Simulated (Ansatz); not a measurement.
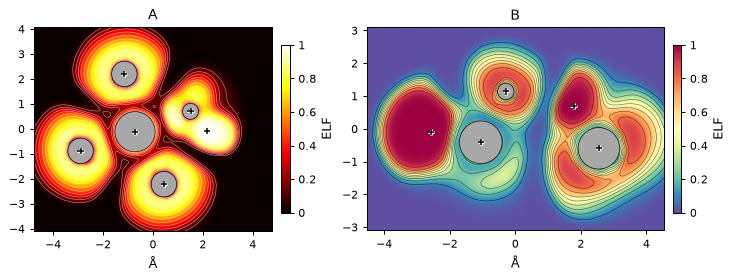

The ELF of 2 systems, each on a plane through atoms (crosses mark nuclei in the plane; grey discs cover the cores).

Method: RKS PBE/def2-SVP (Ansatz 0.2.0).

System 1: FGeH₃···HBr, the plane of atoms F2, Ge1 and H3. Not at a stationary point (largest force 1.5 eV/Å).

```xyz
7

Ge    0.2164    0.0000   -0.1140
F     0.2241    0.0000    1.6138
H     1.7171    0.0000   -0.5033
H    -0.4953    1.2936   -0.5760
H    -0.4953   -1.2936   -0.5760
Br   -3.0898    0.0000    1.3252
H    -1.8238    0.0000    2.1400
```

System 2: Cl₄H₄NOTa, the plane of atoms Cl5, Ta1 and Cl7. Core potentials replace the inner electrons of Ta.

```xyz
11

Ta    0.1083    0.0136    0.1932
O     1.8557   -0.7543    0.3557
H     2.3214   -1.1774    1.0987
Cl   -0.0275   -0.3255    2.5660
Cl    0.6615    0.9305   -1.9051
Cl   -1.8145    1.4035    0.4041
Cl   -1.0316   -1.8667   -0.5264
N     1.1725    2.0120    0.8980
H     1.2808    2.0174    1.9226
H     0.5982    2.8294    0.6477
H     2.1018    2.1370    0.4730
```

**Which map belongs to which system?**

Panel A is system 2, Cl₄H₄NOTa: the plane holds Ta, Cl, N and H. Ta–Cl (2.31 Å): the ELF peaks at about 0.85 in the valence shell of Cl, 0.8 Å from its nucleus, and is about 0.35 at the midpoint. Panel B is system 1, FGeH₃···HBr: the plane holds Ge, F, H and Br. F2···H7 (2.11 Å): the ELF dips to about 0.10 between them.
